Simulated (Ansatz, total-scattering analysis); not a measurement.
# Assigning the peaks of a pair distribution function

The sample: amorphous 40Ta2O5-60SiO2 (mol %) (Si 13.0, Ta 17.4, O 69.6 atom %) at 300 K, fixed volume (mean pressure 0.2 GPa), ρ₀ = 0.0677 Å⁻³. The data come from ab initio molecular dynamics with Ansatz (PBE, plane waves, PAW set soft_1, Langevin thermostat, no spin, fixed volume). The average runs over 1.70 ps of 69 atoms, so shells between rare elements are rough. Mean temperature 336 K, largest m.s.d. 0.05 Å², energy drift -6 meV an atom (last third less first, no steady trend), Langevin friction 2 ps⁻¹; the first quarter of the run is discarded. Preparation: atoms packed at random with minimum distances, then 1.4 ps at 3000 K, 1.8 ps at 1860 K and 1.8 ps at 990 K with a cheaper basis and a friction of 10 ps⁻¹ (mean temperature of the first stage 2971 K), too short to forget the start in full. So short a stretch relaxes bonds and nearest shells but still remembers its start. It is rigid on the time of the run. A cell quenched within picoseconds keeps more over- and under-coordinated atoms than a real glass or film, so this is a model of such a quench. Spin–orbit coupling is left out.

The totals are in Faber–Ziman form. Below 4 Å⁻¹ the partials are summed on the cell's own reciprocal vectors (from 0.62 Å⁻¹) and folded with a Gaussian of σ = 0.14 Å⁻¹; above it they are transforms of g(r) out to 6.8 Å, tapered over the last 40 %. The fold lowers sharp peaks, and with so few vectors their positions are good to about 0.1 Å⁻¹. X-rays take neutral-atom form factors, neutrons coherent lengths (Si 4.15071, Ta 6.91, O 5.8037 fm). G(r) = 4πrρ₀[g(r) − 1] carries the resolution of a Lorch-windowed transform up to 20 Å⁻¹. The patterns are simulated, not measured. Spin–orbit coupling is left out. The cell is small: beyond half the box only the part of each shell inside it is counted, and low-Q values rest on few vectors.

```
Q (Å⁻¹)  X-ray  neutron
    0.6  -0.64     0.10
    0.9  -0.78     0.30
    1.2  -0.22     0.53
    1.5   0.83     0.77
    1.8   1.84     0.82
    2.1   1.24     0.54
    2.4   0.83     0.56
    2.7   0.07     0.95
    3.0   0.36     0.94
    3.3   1.09     1.01
    3.6   1.18     1.01
    3.9   1.64     1.01
    4.2   1.46     1.11
    4.5   0.88     1.15
    4.8   0.56     1.19
    5.1   0.85     1.18
    5.4   1.25     1.05
    5.7   1.17     0.86
    6.0   0.79     0.75
    6.3   0.66     0.79
    6.6   0.92     0.90
    6.9   1.22     1.03
    7.2   1.25     1.13
    7.5   1.06     1.16
    7.8   0.91     1.12
    8.1   0.96     1.03
    8.4   1.03     0.95
    8.7   0.99     0.91
    9.0   0.92     0.93
    9.3   0.93     0.98
    9.6   0.99     1.02
    9.9   1.04     1.04
   10.2   1.04     1.04
   10.5   1.03     1.01
   10.8   1.02     0.98
   11.1   1.01     0.97
   11.4   1.00     0.98
   11.7   0.98     0.99
   12.0   0.98     1.00
```

G(r):

X-ray, r (Å) and value: 1.0 -0.82, 1.1 -0.87, 1.2 -0.92, 1.3 -0.95, 1.4 -0.87, 1.5 -0.75, 1.6 -0.60, 1.7 -0.16, 1.8 0.72, 1.9 1.43, 2.0 1.19, 2.1 0.24, 2.2 -0.68, 2.3 -1.17, 2.4 -1.39, 2.5 -1.56, 2.6 -1.66, 2.7 -1.73, 2.8 -1.82, 2.9 -1.95, 3.0 -2.00, 3.1 -1.93, 3.2 -1.59, 3.3 -0.83, 3.4 0.35, 3.5 1.54, 3.6 2.42, 3.7 3.11, 3.8 3.44, 3.9 2.84, 4.0 1.25, 4.1 -0.32, 4.2 -1.03, 4.3 -1.07, 4.4 -0.72, 4.5 0.04, 4.6 1.05, 4.7 1.71, 4.8 1.56, 4.9 0.87, 5.0 0.18, 5.1 -0.21, 5.2 -0.42, 5.3 -0.66, 5.4 -0.87, 5.5 -0.89, 5.6 -0.76, 5.7 -0.59, 5.8 -0.42, 5.9 -0.14, 6.0 0.43

neutron, r (Å) and value: 1.0 -0.85, 1.1 -0.91, 1.2 -1.00, 1.3 -1.15, 1.4 -1.03, 1.5 -0.45, 1.6 0.22, 1.7 0.63, 1.8 1.00, 1.9 1.32, 2.0 1.00, 2.1 -0.03, 2.2 -1.08, 2.3 -1.58, 2.4 -1.35, 2.5 -0.50, 2.6 0.64, 2.7 1.26, 2.8 0.98, 2.9 0.33, 3.0 -0.20, 3.1 -0.55, 3.2 -0.74, 3.3 -0.70, 3.4 -0.50, 3.5 -0.34, 3.6 -0.29, 3.7 -0.22, 3.8 -0.07, 3.9 0.09, 4.0 0.15, 4.1 0.14, 4.2 0.11, 4.3 0.11, 4.4 0.14, 4.5 0.18, 4.6 0.22, 4.7 0.24, 4.8 0.31, 4.9 0.43, 5.0 0.51, 5.1 0.48, 5.2 0.30, 5.3 0.11, 5.4 0.00, 5.5 -0.06, 5.6 -0.18, 5.7 -0.32, 5.8 -0.37, 5.9 -0.30, 6.0 -0.14

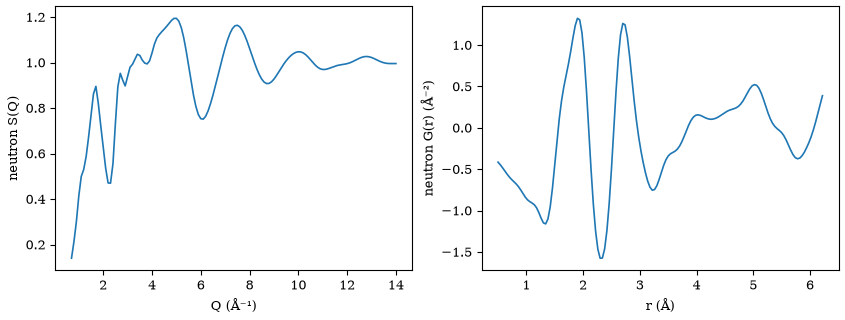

**Question.** Which pairs make the maxima of G(r) below 4.5 Å, and what can the data say of the number of neighbours?

Each pair enters with the weight ci cj fi fj (2 − δij)/⟨f⟩², taking f = Z for X-rays at Q = 0: O–O 0.08 / 0.49; Ta–Ta 0.40 / 0.04; Ta–O 0.35 / 0.29; Si–O 0.05 / 0.13; Si–Ta 0.11 / 0.04; Si–Si 0.01 / 0.01 (X-ray / neutron).

| radiation | maximum (Å) | G (Å⁻²) | pairs that make it (share of the curvature of G, each pair at the same resolution) |
| --- | --- | --- | --- |
| X-ray | 1.93 | 1.47 | Ta–O 100 % |
| X-ray | 3.80 | 3.45 | Ta–Ta 100 % |
| neutron | 1.91 | 1.33 | Ta–O 100 % |
| neutron | 2.72 | 1.27 | O–O 100 % |

The first shell (Si–O, 1.63 Å) shares its range with Ta–O (1.94 Å), so its area is a weighted sum. The maxima can be assigned, but 2 totals can't separate 6 partials, so the counts below come from the model itself.

From the coordinates:

```csv
pair,first peak (Å),g there,first minimum (Å),g there,neighbours
Si–O,1.63,21.6,2.08,0.00,"4.0 O per Si, 0.8 Si per O"
Ta–O,1.94,8.6,2.74,0.04,"5.3 O per Ta, 1.3 Ta per O"
O–O,2.68,3.9,3.42,0.63,8.2
Si–Si,3.04,5.7,3.50,0.00,1.6
Si–Ta,3.44,4.5,3.76,0.13,"2.7 Ta per Si, 2.0 Si per Ta"
Ta–Ta,3.85,4.3,4.26,0.21,3.6
```

Bonded neighbours (only these pairs count: cutoffs Si–O 2.08 Å, Ta–O 2.74 Å): Si: 4 100 %; Ta: 4 8.3 %, 5 57 %, 6 34 %; O: 1 1.5 %, 2 90 %, 3 8.1 %. Bridging oxygens per network former of four or fewer bonds: Si: Q0 11 %, Q1 56 %, Q2 11 %, Q3 11 %, Q4 11 %. Oxygen by network formers bound (Si, B, P, Ge and Al count): none 40 %, one 46 %, two 15 %. O–Si–O peak at 110°, O–Ta–O peak at 88° and Ta–O–Ta peak at 140°. These counts come from 15 frames.

Anions around each cation, with the position of the first peak: Ta 5.3 (Ta–O 1.94 Å, to 2.74 Å) and Si 4.0 (Si–O 1.63 Å, to 2.08 Å). The weights that differ most between the probes (X-ray, neutron): O–O 0.08 and 0.49, Ta–Ta 0.40 and 0.04 and Si–O 0.05 and 0.13.

[Logs are printed without paths, hosts, clocks, repeated set-up lines and the standing remarks that a program may print on its own settings, such as how far it seeks lower states.]
